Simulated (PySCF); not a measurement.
## Electronic structure of C2H9NSi (SMILES CN[SiH2]C) in real space

```yaml
atoms:
  - { symbol: C, position_ang: [1.7255, 0.4256, 0.2559] }
  - { symbol: N, position_ang: [0.8858, -0.7493, 0.2957] }
  - { symbol: Si, position_ang: [-0.6678, -0.8625, -0.4404] }
  - { symbol: C, position_ang: [-1.6722, 0.6608, 0.0749] }
  - { symbol: H, position_ang: [1.1022, 1.3091, 0.3711] }
  - { symbol: H, position_ang: [2.4442, 0.3988, 1.0777] }
  - { symbol: H, position_ang: [2.2825, 0.5185, -0.6841] }
  - { symbol: H, position_ang: [1.4414, -1.5917, 0.2997] }
  - { symbol: H, position_ang: [-1.2150, -2.1058, 0.1079] }
  - { symbol: H, position_ang: [-0.6700, -0.9268, -1.9163] }
  - { symbol: H, position_ang: [-1.5755, 0.8595, 1.1380] }
  - { symbol: H, position_ang: [-2.7263, 0.5114, -0.1376] }
  - { symbol: H, position_ang: [-1.3591, 1.5529, -0.4602] }
```

Geometry: GFN2-xTB.

Method: PBE0/pcSseg-1, SCF density, gas phase, non-relativistic (PySCF 2.14.0).

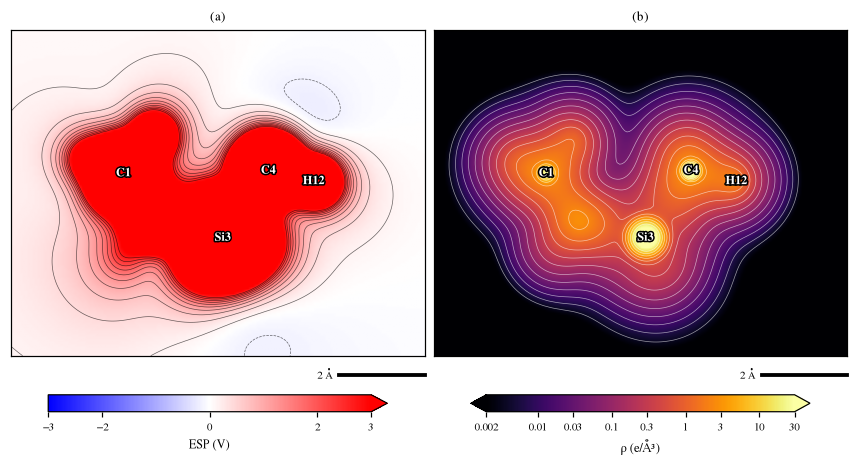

Figure 1. (a) molecular electrostatic potential; (b) total electron density on the plane of atoms Si3, C4 and H12.

What does the map show?

The plane passes through C, Si and H nuclei. C–Si (1.90 Å): ρ at the midpoint is about 0.92 e/Å³. C–H (1.09 Å): ρ at the midpoint is about 1.9 e/Å³. The potential has no marked negative region in this plane.

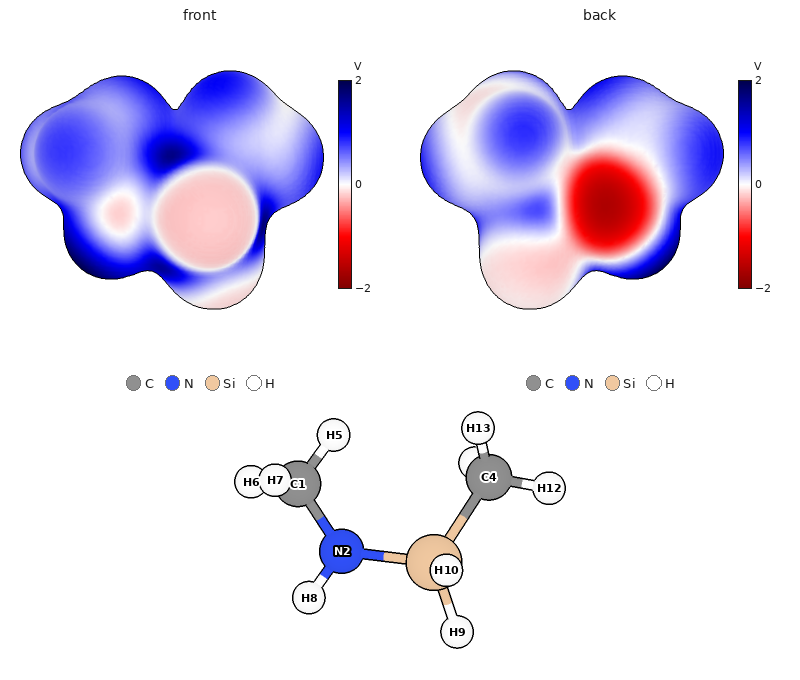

Figure 2. The molecular electrostatic potential painted on the density surface at 0.004 e/bohr³, seen from the front and from behind; red is negative and blue positive. The bare structure is drawn below in the same view.

Describe the electrostatic potential map.

The most negative region (about −1.6 V) lies over N2, the most positive (about +1.9 V) over H8. N2 is the likeliest acceptor of a hydrogen bond.

How polar is the molecule by this calculation?

Its dipole moment is 0.90 D.
